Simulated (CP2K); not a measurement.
# GeH2Br2 (SMILES [Br][GeH2][Br]): PM3

What is the vertical ionisation energy of GeH2Br2 at PM3? 

The calculation is run with CP2K 2026.2.

5 further runs of the same task are left out: 4 that didn't finish, 1 set aside as unsound or not needed.

## Step 1: The structure to begin with

The species is GeH2Br2 (5 atoms), meant as a singlet with charge 0. As SMILES, `[Br][GeH2][Br]`. The coordinates come from a PBE0-D4/def2-TZVP relaxation.

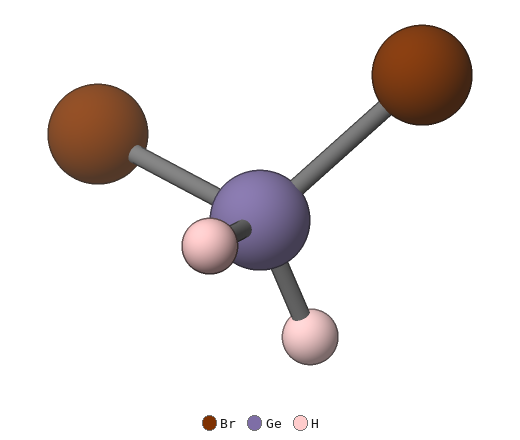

Viewed from a chosen angle; bromine brown, germanium purple, hydrogen pink.

## Step 2: Energy and forces at PM3

qs.inp reads:

```
&GLOBAL
   PROJECT qs
   RUN_TYPE ENERGY_FORCE
   PRINT_LEVEL MEDIUM
&END

&FORCE_EVAL
   METHOD Quickstep
   &DFT
      &QS
         METHOD PM3
         EPS_DEFAULT 1.0E-10
         &SE
            &COULOMB
               CUTOFF [angstrom] 50
               RC_RANGE [angstrom] 0
            &END
            &EXCHANGE
               CUTOFF [angstrom] 50
               RC_RANGE [angstrom] 0
            &END
         &END
      &END
      &POISSON
         PERIODIC NONE
         POISSON_SOLVER ANALYTIC
      &END
      &SCF
         SCF_GUESS ATOMIC
         EPS_SCF 1.0E-06
         MAX_SCF 80
         ADDED_MOS 2
         &DIAGONALIZATION
            ALGORITHM STANDARD
         &END
         &MIXING
            METHOD DIRECT_P_MIXING
            ALPHA 0.4
         &END
      &END
      &PRINT
         &MOMENTS
            PERIODIC F
            REFERENCE COM
            MAX_MOMENT 1
         &END
         &MO ON
            ENERGIES T
            OCCUPATION_NUMBERS T
            NDIGITS 6
            &EACH
               QS_SCF 0
            &END
            ADD_LAST NUMERIC
         &END
         &HIRSHFELD OFF
         &END
      &END
   &END
   &SUBSYS
      &CELL
         ABC 11 10.4 10.9
         PERIODIC NONE
      &END
      &COORD
         UNIT bohr
         Br    -1.5739529     0.7889607     3.7014066
         Ge    -0.1914293     0.0147399    -0.3358043
         Br     3.9344098    -1.3146825    -0.1944528
         H     -0.2861045     2.4980290    -1.8107356
         H     -1.7888147    -2.1261309    -1.4384595
      &END
      &TOPOLOGY
         &CENTER_COORDINATES
         &END
      &END
   &END
   &PRINT
      &FORCES ON
      &END
   &END
&END
```

Run with:

```bash
$ OMP_NUM_THREADS=1 cp2k.psmp qs.inp > qs.out
```

Standard output:

```text
CP2K| version string:                                       CP2K version 2026.2
[...]
 GLOBAL| Method name                                                        CP2K
[...]
 GLOBAL| Run type                                                   ENERGY_FORCE
[...]
                             - Atoms:                                          5
[...]
                             - Spherical basis functions:                     14
[...]
 Number of electrons:                                                         20
[...]
     1 P_Mix/Diag. 0.40E+00    0.0     0.70122822       -28.6997518443 -2.87E+01
[...]
    20 DIIS/Diag.  0.21E-06    0.0     0.00000074       -30.3822541478 -2.42E-11
  *** SCF run converged in    20 steps ***
  Core-core repulsion energy [eV]:                            644.39574204226983
  Core Hamiltonian energy [eV]:                             -1400.89416447514736
  Two-electron integral energy [eV]:                         -140.48951521922388
  Electronic energy [eV]:                                   -1471.13892208475932
  Total energy [eV]:                                         -826.74318004248960
  Atomic reference energy [eV]:                               825.96094849305280
  Heat of formation [kcal/mol]:                               -18.03868949060914
[...]
 SE_DIPOLE| Moment [Debye]          1.60853543      -0.32558256       2.45004491
 SE_DIPOLE| Derivative [a.u.]       0.00000000       0.00000000       0.00000000
 ENERGY| Total FORCE_EVAL ( QS ) energy [hartree]            -30.382254147773132
 FORCES| Atomic forces [hartree/bohr]
 FORCES|   Atom     x               y               z               |f|
 FORCES|      1 -9.52024759E-04  6.12446352E-04  3.75990456E-03   3.92661737E-03
 FORCES|      2 -6.05862376E-03  1.23074925E-03 -9.23452629E-03   1.11129718E-02
 FORCES|      3  3.72052732E-03 -1.17212972E-03  4.56340289E-04   3.92739838E-03
 FORCES|      4 -5.80453843E-04 -7.18719832E-03  3.06253124E-03   7.83401838E-03
 FORCES|      5  3.87057505E-03  6.51613244E-03  1.95575020E-03   7.82727871E-03
 FORCES| Sum     1.11022302E-16  6.93889390E-17 -1.66533454E-16
 FORCES| Total atomic force                                       2.11835237E-16
[...]
```

It took 0.84 s on 1 thread of Intel Xeon 6975P-C (Granite Rapids), shared host; peak memory 0.19 GiB.

## Step 3: The doublet cation

mol.inp reads:

```
&FORCE_EVAL
    METHOD QUICKSTEP
    &DFT
        CHARGE 1
        MULTIPLICITY 2
        SPIN_POLARIZED T
        # Quickstep
        &QS
            METHOD PM3
            EPS_DEFAULT 1.0E-10
            &SE
                &COULOMB
                    CUTOFF [angstrom] 50
                    RC_RANGE [angstrom] 0
                &END COULOMB
                &EXCHANGE
                    CUTOFF [angstrom] 50
                    RC_RANGE [angstrom] 0
                &END EXCHANGE
            &END SE
        &END QS
        # cluster boundary conditions
        &POISSON
            PERIODIC NONE
            POISSON_SOLVER ANALYTIC
        &END POISSON
        # self-consistent field
        &SCF
            SCF_GUESS ATOMIC
            EPS_SCF 1.0E-06
            MAX_SCF 150
            ADDED_MOS 8
            &DIAGONALIZATION
                ALGORITHM STANDARD
            &END DIAGONALIZATION
            &MIXING
                METHOD DIRECT_P_MIXING
                ALPHA 0.4
            &END MIXING
        &END SCF
        # extra output
        &PRINT
            &MOMENTS
                PERIODIC F
                REFERENCE COM
                MAX_MOMENT 1
            &END MOMENTS
            &MO ON
                ENERGIES T
                OCCUPATION_NUMBERS T
                NDIGITS 6
                &EACH
                    QS_SCF 0
                &END EACH
                ADD_LAST NUMERIC
            &END MO
            &HIRSHFELD OFF
            &END HIRSHFELD
        &END PRINT
    &END DFT
    # structure
    &SUBSYS
        # box in angstrom
        &CELL
            ABC 11 10.4 10.9
            PERIODIC NONE
        &END CELL
        &COORD
            UNIT bohr
            Br    -1.5739529     0.7889607     3.7014066
            Ge    -0.1914293     0.0147399    -0.3358043
            Br     3.9344098    -1.3146825    -0.1944528
            H     -0.2861045     2.4980290    -1.8107356
            H     -1.7888147    -2.1261309    -1.4384595
        &END COORD
        &TOPOLOGY
            &CENTER_COORDINATES
            &END CENTER_COORDINATES
        &END TOPOLOGY
    &END SUBSYS
    # extra output
    &PRINT
        &FORCES ON
        &END FORCES
    &END PRINT
&END FORCE_EVAL

&GLOBAL
    PROJECT_NAME mol
    RUN_TYPE ENERGY_FORCE
    PRINT_LEVEL MEDIUM
&END GLOBAL
```

Run with:

```bash
$ OMP_NUM_THREADS=1 cp2k.psmp -i mol.inp -o mol.out
```

Standard output:

```text
CP2K| version string:                                       CP2K version 2026.2
[...]
 GLOBAL| Method name                                                        CP2K
[...]
 GLOBAL| Run type                                                   ENERGY_FORCE
[...]
 *** WARNING in qs_environment.F:2191 :: More ADDED_MOs requested for beta ***
 *** spin than available.                                                  ***
 *** WARNING in qs_environment.F:2210 :: More added MOs requested than     ***
 *** available. The full set of unoccupied MOs will be used. Use           ***
 *** 'ADDED_MOS -1' to always use all available MOs and to get rid of this ***
[...]
                             - Atoms:                                          5
[...]
                             - Spherical basis functions:                     14
[...]
 Number of electrons:                                                         10
[...]
     1 P_Mix/Diag. 0.40E+00    0.0     0.42402507       -28.1975627554 -2.82E+01
[...]
    45 DIIS/Diag.  0.79E-06    0.0     0.00000040       -29.9650850546 -1.21E-11
  *** SCF run converged in    45 steps ***
  Core-core repulsion energy [eV]:                            644.39574204226983
  Core Hamiltonian energy [eV]:                             -1341.63833050272001
  Two-electron integral energy [eV]:                         -236.29768650822891
  Electronic energy [eV]:                                   -1459.78717375683436
  Total energy [eV]:                                         -815.39143171456476
  Atomic reference energy [eV]:                               825.96094849305280
  Heat of formation [kcal/mol]:                               243.73886654176803
[...]
 SE_DIPOLE| Moment [Debye]          1.44006990      -0.29161824       2.19208262
 SE_DIPOLE| Derivative [a.u.]       0.00000000       0.00000000       0.00000000
 ENERGY| Total FORCE_EVAL ( QS ) energy [hartree]            -29.965085054583078
 FORCES| Atomic forces [hartree/bohr]
 FORCES|   Atom     x               y               z               |f|
 FORCES|      1 -3.61149295E-03  2.14823757E-03  1.21062461E-02   1.28147962E-02
 FORCES|      2 -7.15820046E-03  1.45265991E-03 -1.09149925E-02   1.31334351E-02
 FORCES|      3  1.21733803E-02 -3.88018419E-03  9.40514159E-04   1.28113849E-02
 FORCES|      4 -2.35075948E-03 -4.93750693E-03 -6.55670988E-04   5.50771725E-03
 FORCES|      5  9.47072608E-04  5.21679365E-03 -1.47609677E-03   5.50370277E-03
 FORCES| Sum    -1.38777878E-17 -2.08166817E-17 -2.77555756E-17
 FORCES| Total atomic force                                       3.73670873E-17
[...]
```

Run time: 0.88 s. Hardware: 1 thread of Intel Xeon 6975P-C (Granite Rapids), shared host; peak memory 0.18 GiB.

## Step 4: Outcome

Level: PM3.

| quantity | value |
| --- | --- |
| singlet GeH2Br2: total energy | -30.38225 Eh |
| singlet GeH2Br2: dipole moment | 2.95 D |
| singlet GeH2Br2: HOMO energy | -11.62 eV |
| singlet GeH2Br2: LUMO energy | -2.57 eV |
| singlet GeH2Br2: HOMO–LUMO gap | 9.05 eV |
| singlet GeH2Br2: heat of formation at this unrelaxed shape | -18.0 kcal/mol |
| singlet GeH2Br2: largest force on an atom | 0.571 eV/Å |
| doublet cation: total energy | -29.96509 Eh |
| doublet cation: HOMO energy (highest over α and β) | -15.49 eV |
| doublet cation: LUMO energy (lowest over α and β) | -11.15 eV |
| doublet cation: heat of formation at this unrelaxed shape | 243.7 kcal/mol |
| doublet cation: largest force on an atom | 0.675 eV/Å |
| vertical ionisation energy (to the doublet cation) | 11.352 eV |

In words: Removing an electron at fixed nuclei costs 11.35 eV (1095 kJ/mol). The largest force (singlet GeH2Br2) is 0.57 eV/Å: the shape isn't a stationary point for this species at this level.
